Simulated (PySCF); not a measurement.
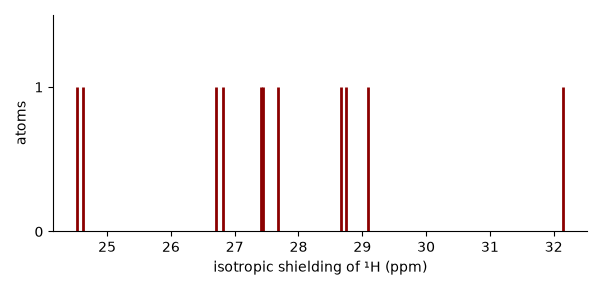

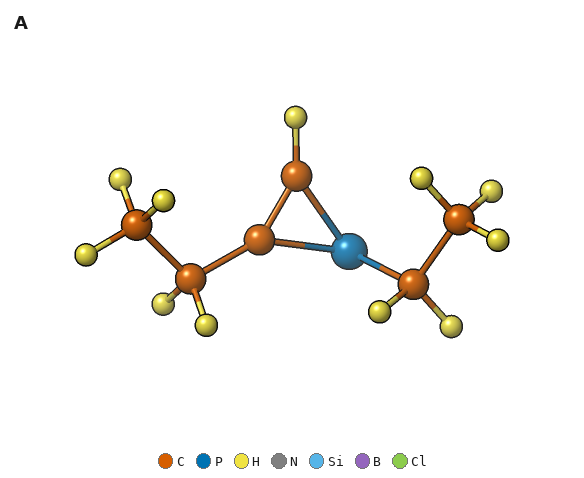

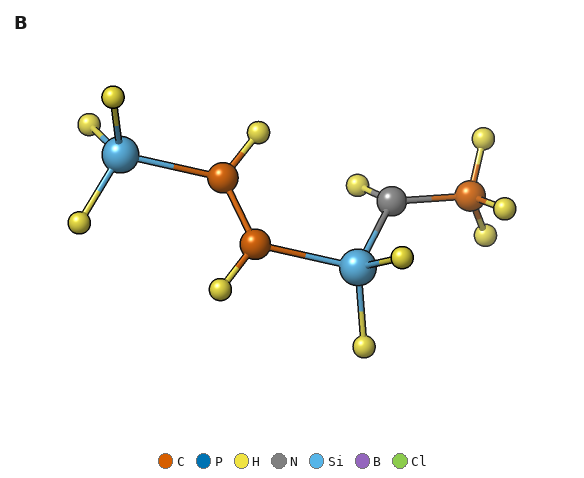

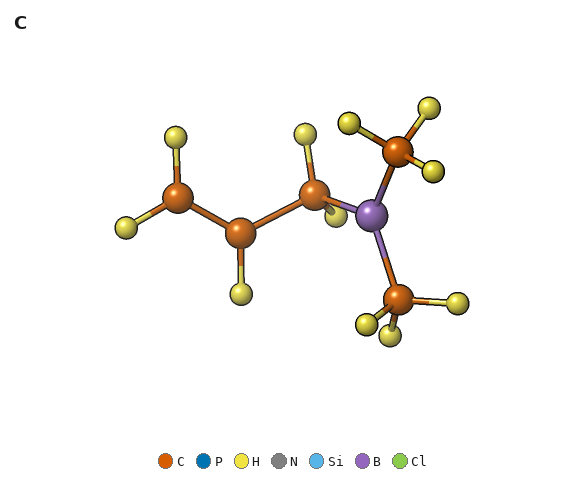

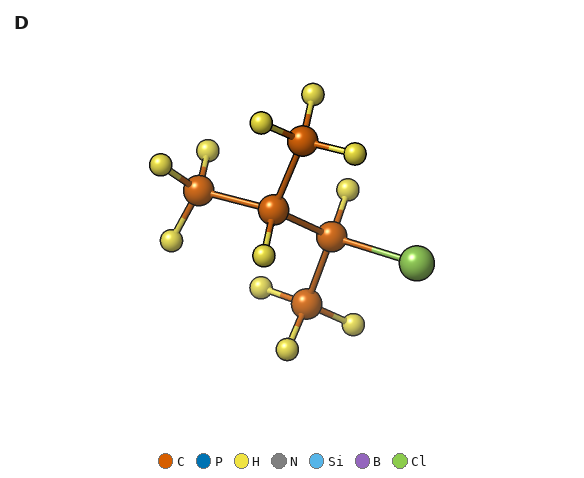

The sticks are computed shieldings of one of the molecules, for one fixed geometry (GFN2-xTB) without averaging over rotations. Low shielding means a high chemical shift. Method: GIAO PBE0/pcSseg-1 NMR shielding, non-relativistic, gas phase (PySCF 2.14.0).

Which molecule gives this pattern?

Answer. B, `CN[SiH2]/C=C/[SiH3]`. Its 11 H atoms give lines at 24.54, 24.62, 26.71, 26.82, 27.41, 27.45, 27.68, 28.67, 28.75, 29.08, 32.14 ppm.

The geometry is semi-empirical. Around B, P, Si such bond lengths and angles can be off by a tenth of an ångström or more and by several degrees, and values that hang on the shape move with them.
